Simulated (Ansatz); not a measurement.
# AlOF2 (SMILES [O][Al]([F])[F]): USVWN5/STO-3G

Aim: the vertical electron affinity of AlOF2 at USVWN5/STO-3G, from 2 runs. 

The calculation is run with Ansatz 0.2.0.

61 further runs of the same task are left out: 15 that didn't finish, 46 set aside as unsound or not needed.

**1. The structure to begin with**

The species is AlOF2 (4 atoms), meant as a doublet with charge 0. As SMILES, `[O][Al]([F])[F]`. The shape is that of a PBE0-D4/def2-TZVP optimisation.

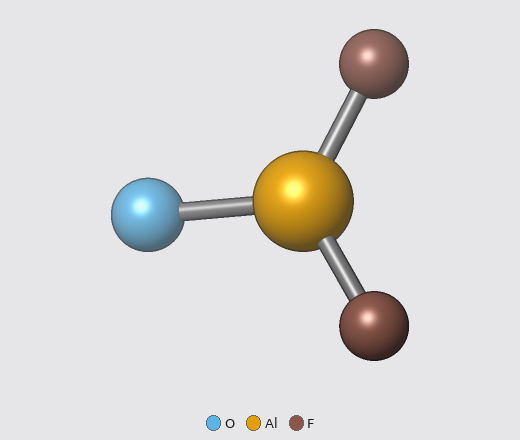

The structure, seen from a chosen angle (oxygen blue, aluminium amber, fluorine brown).

**2. A single-point energy at USVWN5/STO-3G**

molecule.yaml reads:

```yaml
crystal:
  periodic: [false, false, false]
  atoms:
    - {symbol: O, position_ang: [0.682900, -0.910900, 1.260000]}
    - {symbol: Al, position_ang: [-0.000600, 0.004300, -0.032400]}
    - {symbol: F, position_ang: [-1.477200, -0.401600, -0.592500]}
    - {symbol: F, position_ang: [0.850400, 1.247900, -0.655300]}
basis:
  gaussian: {orbitals: STO-3G}
hamiltonian: {xc: {name: SVWN5}}
magnetization: {spin_polarized: true, initial_magnetization: 1}
accuracy: high
```

Started as:

```
$ ansatz run molecule.yaml --threads 1 --pin off --max-ram 2610MiB --events-out events.jsonl --progress --plain --runs-dir runs
```

The program printed:

```text
Warning: RAYON_NUM_THREADS=1 ignored (pool sized by the plan → 1); use --threads N
Functional definition: SVWN5
  name "SVWN5"
  exchange = slater_x
  correlation = vwn5_c
447 factors; integrals over basis functions are off by at most 2.6e-8 eV
mean field evaluation 1: about -13808.5153 eV, gradient 2.0e1 eV
mean field evaluation 2: about -13795.0808 eV, gradient 5.2e1 eV
mean field evaluation 4: about -13811.0267 eV, gradient 1.0e1 eV
mean field evaluation 8: about -13811.7977 eV, gradient 1.3e-1 eV
mean field evaluation 16: about -13811.7979 eV, gradient 2.2e-5 eV
mean field evaluation 32: about -13806.8698 eV, gradient 5.1e0 eV
mean field -13811.79788838 eV, -507.5742104251 hartree, gradient 2.1e-8 eV, S^2 0.753974; 6 other end points of the search recorded, 0 dependent functions left out
reference -13811.79788968 eV, -507.5742104730 hartree; 20, 19 occupied and 4, 5 virtual orbitals, 447 factors
Total energy: -13811.79788968 eV, -507.5742104730 hartree
```

It took 1.8 s on 1 thread of Arm Neoverse V2, shared host; peak memory 0.11 GiB.

**3. The singlet anion at the same level**

in.yaml reads:

```yaml
crystal:
  periodic: [false, false, false]
  atoms:
    - {symbol: O, position_ang: [0.682900, -0.910900, 1.260000]}
    - {symbol: Al, position_ang: [-0.000600, 0.004300, -0.032400]}
    - {symbol: F, position_ang: [-1.477200, -0.401600, -0.592500]}
    - {symbol: F, position_ang: [0.850400, 1.247900, -0.655300]}
basis:
  gaussian:
    orbitals: STO-3G
hamiltonian:
  xc: {name: SVWN5}
accuracy: high
total_charge: -1
```

Started as:

```
$ ansatz run in.yaml --threads 1 --pin off --max-ram 2610MiB --events-out events.jsonl --progress --plain --runs-dir runs
```

The program printed:

```text
Warning: RAYON_NUM_THREADS=1 ignored (pool sized by the plan → 1); use --threads N
[... 4 set-up lines as earlier in the session ...]
447 factors; integrals over basis functions are off by at most 2.6e-8 eV
mean field evaluation 1: about -13800.3307 eV, gradient 3.7e1 eV
mean field evaluation 2: about -13646.1891 eV, gradient 1.5e2 eV
mean field evaluation 4: about -13807.1120 eV, gradient 8.0e0 eV
mean field evaluation 8: about -13807.3191 eV, gradient 2.4e-1 eV
mean field evaluation 16: about -13807.3193 eV, gradient 2.1e-6 eV
mean field -13807.31932790 eV, -507.4096263632 hartree, gradient 1.6e-8 eV, S^2 0.000000; 0 other end points of the search recorded, 0 dependent functions left out
reference -13807.31932922 eV, -507.4096264116 hartree; 20, 20 occupied and 4, 4 virtual orbitals, 447 factors
Total energy: -13807.31932922 eV, -507.4096264116 hartree
```

Run time: 0.7 s. Hardware: 1 thread of Arm Neoverse V2, shared host; peak memory 0.095 GiB.

**4. Results**

Level: USVWN5/STO-3G.

```
                                         quantity          value
                      doublet AlOF2: total energy  -507.57421 Eh
                              doublet AlOF2: ⟨S²⟩          0.754
                      singlet anion: total energy  -507.40963 Eh
vertical electron affinity (to the singlet anion)      -4.479 eV
```

The anion lies 4.48 eV (432 kJ/mol) above the neutral: the electron isn't bound at this level, and such a value depends on the basis. Without diffuse functions anions come out too high. In a minimal basis such a difference can be off by several eV, whatever the method.
